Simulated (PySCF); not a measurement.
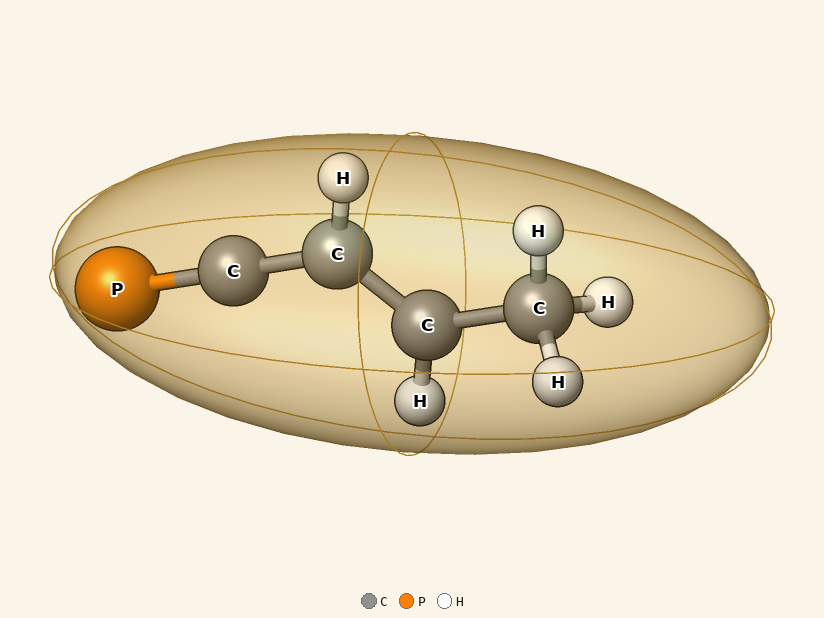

The ellipsoid shows the static dipole polarisability: its half-axes are proportional to the principal values. The computed structure is the end point of a GFN2-xTB optimisation. No frequency run is at hand to confirm it as a minimum. Method: B3LYP/def2-SVPD (PySCF 2.14.0).

### How large and how anisotropic is the polarisability?

Principal values 50.8, 59.8, 136.9 bohr³; mean 82.5 bohr³ (12.23 Å³); anisotropy 82.0 bohr³, so the longest axis is 2.69 times the shortest.

The geometry is semi-empirical. Around P such bond lengths and angles can be off by a tenth of an ångström or more and by several degrees, and values that hang on the shape move with them.
